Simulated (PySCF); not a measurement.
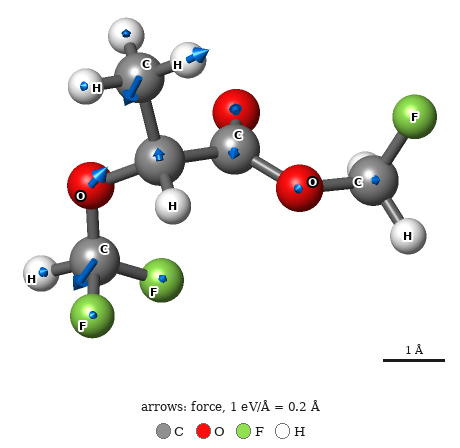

Starting geometry of C5H7F3O3 with the computed forces as blue arrows. The picture is a ball-and-stick view, seen at a tilt.

The start comes from GFN2-xTB. Its atoms were then displaced at random by about 0.01 Å.

Theory: PBE0-D3(BJ)/def2-SVP geometry optimisation, gas phase (PySCF 2.14.0, density-fitted response routines). 

Is this structure relaxed? If not, where do the atoms go?

It isn't relaxed: the largest force vector, on a C atom, is 3.60 eV/Å. The final displacements have little in common with the starting forces (cosine between the two patterns 0.02). After 14 geometry steps the energy has fallen by 28.6 kJ/mol. The atom that moves furthest after the best rigid fit is an H atom (0.97 Å). By element the largest moves are H 0.97 Å, F 0.91 Å, O 0.77 Å, C 0.45 Å. Near-neighbour distances that change, for instance: C–H 1.040 → 1.098 Å, C–O 1.306 → 1.347 Å, C–O 1.453 → 1.414 Å, C–C 1.551 → 1.517 Å. Among the angles between lasting bonds that change: H–C–H 113.4° → 109.1°, F–C–H 106.0° → 109.9°, O–C–F 115.5° → 111.8°. Groups turn about C–C by about 40°, C–O by about 20°.
